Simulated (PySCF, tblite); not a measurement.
# C8H9P: geometry, infrared bands and NMR shifts

Wanted: the infrared bands and NMR shifts of C8H9P (`c1cc(C2CC2)ccp1`), by calculation.

Programs: tblite 0.8.0 and PySCF 2.14.0, with density-fitted response routines of our own. Each step states its level of theory. These are calculated values for one molecule in the gas phase, unless marked as measured. Atoms count from 0, in the outputs and in this text.

## 1. Starting geometry

18 atoms, charge 0, multiplicity 1; geometry from: force field or distance geometry start.

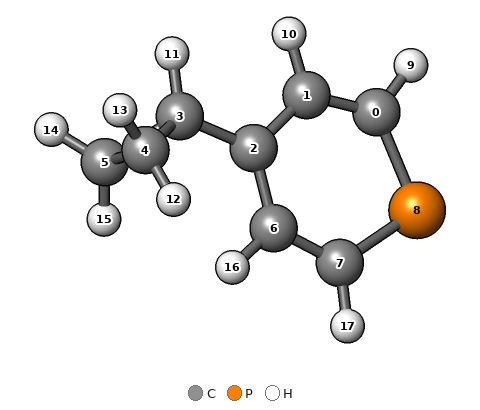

The starting geometry (carbon grey, phosphorus orange, hydrogen white), atoms numbered.

## 2. Optimising the geometry with GFN2-xTB

What the job is given:

```
{"job": {"kind": "relax", "xc": "GFN2-xTB", "basis": "xTB"}, "charge": 0, "multiplicity": 1}
C     -2.551800     1.235200     0.489900
C     -1.182700     1.183200     0.673500
C     -0.267000     0.231900     0.131700
C      1.204000     0.368600     0.468200
C      2.279800     0.035700    -0.523800
C      2.071900    -0.858200     0.655700
C     -0.770600    -0.780200    -0.726800
C     -2.093800    -0.983300    -1.100600
P     -3.487900     0.058500    -0.552900
H     -3.138400     2.018700     0.985000
H     -0.758400     1.946400     1.332900
H      1.443200     1.187500     1.144100
H      1.997000    -0.332700    -1.499700
H      3.166700     0.668600    -0.548400
H      2.817500    -0.821600     1.449600
H      1.655400    -1.842100     0.508500
H     -0.050100    -1.490300    -1.130700
H     -2.343700    -1.819500    -1.767900
```

Started as:

```sh
$ OMP_NUM_THREADS=1 python probes_run.py task.json out
```

The driver reads the jobs from task.json and runs them one after another.

**Question.** This job is followed by: GFN2-xTB harmonic vibrations, gas phase; GIAO PBE0/pcSseg-1 NMR shielding, non-relativistic, gas phase. Predict these results of the whole session: strongest single infrared mode (GFN2-xTB); zero-point energy (GFN2-xTB); ¹³C shifts against TMS (PBE0/pcSseg-1, means over atoms taken as alike); ¹H shifts against TMS (PBE0/pcSseg-1, means over atoms taken as alike); ³¹P shifts against H3PO4 (PBE0/pcSseg-1).

**Answer**, as computed:

```
                                                               quantity                                value
                              strongest single infrared mode (GFN2-xTB)                 3108 cm⁻¹, 62 km/mol
                                           zero-point energy (GFN2-xTB)                        90.0 kcal/mol
¹³C shifts against TMS (PBE0/pcSseg-1, means over atoms taken as alike)  165.4, 151.7, 135.5, 21.4, 15.6 ppm
 ¹H shifts against TMS (PBE0/pcSseg-1, means over atoms taken as alike)     9.15, 7.76, 1.82, 1.17, 0.78 ppm
                               ³¹P shifts against H3PO4 (PBE0/pcSseg-1)                            211.7 ppm
```

What this shows: The optimisation took 31 steps and gained 0.362 eV; among the close pairs (by a distance rule), C0–P8 changed most, from 1.830 to 1.734 Å. All 48 modes are real, so the xTB geometry is a minimum. The strongest single mode, at 3108 cm⁻¹, has its largest shares on H15, H12, H13 and H14 (the list is cut at 4 atoms). Unscaled tight-binding wavenumbers are off by several per cent, some by more. Its intensities can rank the bands wrongly. At PBE0/pcSseg-1: The widest tensor belongs to P8: span 686 ppm, with a paramagnetic part of -860 ppm. NICS(1)zz of -26 ppm above the planar ring from C0 marks a diatropic (aromatic) ring current.
